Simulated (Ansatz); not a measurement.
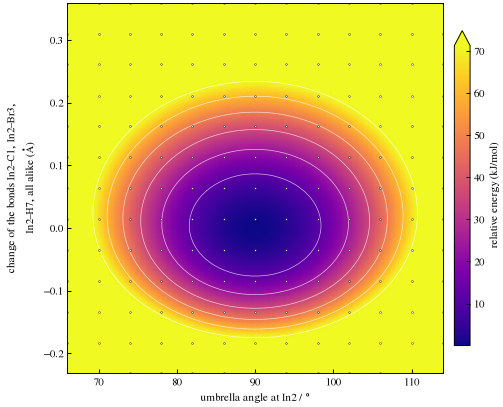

CH4BrIn, SMILES [CH3][InH][Br]. Coordinates scanned: (1) umbrella angle at In2 (between each of its bonds and their common axis; 90 is planar); (2) change of the bonds In2–C1, In2–Br3, In2–H7, all alike. Nothing is relaxed (all other coordinates rigid). The scan uses a 13 × 13 grid. Points are written as (first, second). All energies are given in kJ/mol relative to the relaxed molecule at the same level. Computed with RKS PBE0-D4/def2-TZVP in Ansatz 0.2.0.

Drawn: a smooth colour map with a few white contour lines, dots at the grid points, one colour for all values above the top of the scale. Between grid points the surface is interpolated.

Estimate the position of the minimum and the force constants in these coordinates.

Answer. The interpolated minimum is at the first coordinate ≈ 90.0°, the second coordinate ≈ 0.000 Å. The curvatures there are about 12 eV/rad² and 38 eV/Å², with a cross term of about 0 eV/(rad·Å). Round the minimum the two coordinates are nearly uncoupled. (1 eV is 96.5 kJ/mol.)
